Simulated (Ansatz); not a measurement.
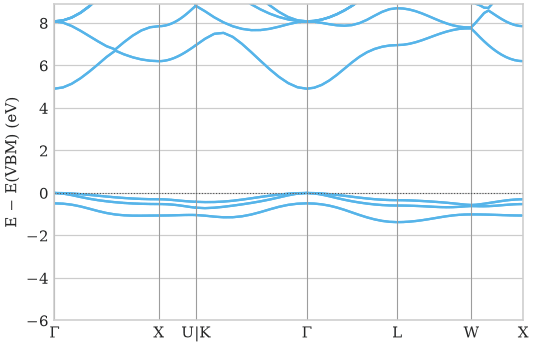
Fig. 1. Band structure from the program Ansatz at the r²SCAN with spin–orbit coupling level (PAW)

### Question
Read off the gap and where the band edges lie.

### Answer
About 4.9 eV (4.91 eV by a search for the band edges); maximum at Γ, minimum at Γ.

The material is KBr (rock salt, Fm-3m).

Symmetry was held in the r²SCAN relaxation; phonons on a q-mesh show no instability.

Potentials: the later of the program's two PAW sets.
